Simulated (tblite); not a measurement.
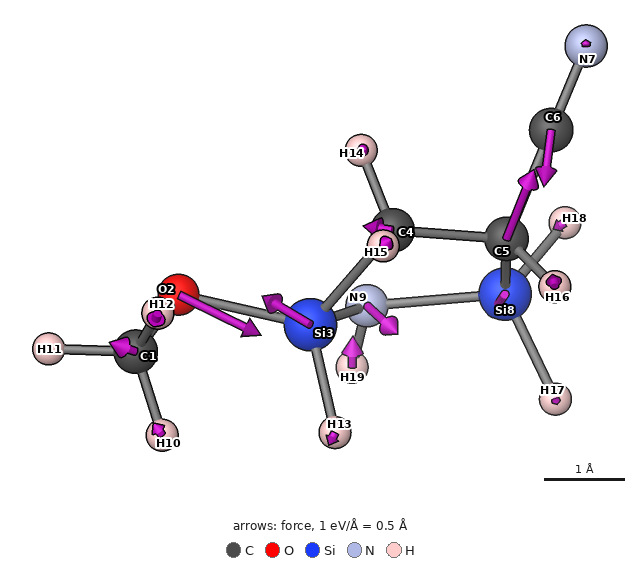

Starting geometry of C4H10N2OSi2 with the computed forces as purple arrows. Style: ball-and-stick. Shown from a free direction.

Computed with tblite 0.8.0, GFN2-xTB geometry optimisation, gas phase. 

What follows when this structure is relaxed?

Answer. It isn't relaxed: the largest force vector, on O2, is 2.34 eV/Å. The final displacements have little in common with the starting forces (cosine between the two patterns 0.18). The atom that moves furthest after the best rigid fit is H18 (1.18 Å). By element the largest moves are H 1.18 Å, N 0.78 Å, O 0.59 Å, Si 0.55 Å, C 0.34 Å. Among the contacts that change: O2–Si3 1.698 → 1.618 Å, C5–Si8 1.849 → 1.922 Å, Si8–N9 1.790 → 1.723 Å, C5–C6 1.476 → 1.425 Å. Among the angles between lasting bonds that change: C1–O2–Si3 107.6° → 128.0°, Si3–N9–Si8 100.1° → 117.9°, C5–Si8–N9 105.4° → 95.8°. Groups turn about C5–Si8 by about 40°, C4–C5 by about 20°. The energy falls by 0.923 eV in 108 geometry steps. The run took 1.9 s on 1 thread of Arm Neoverse N1, with other jobs on the host.
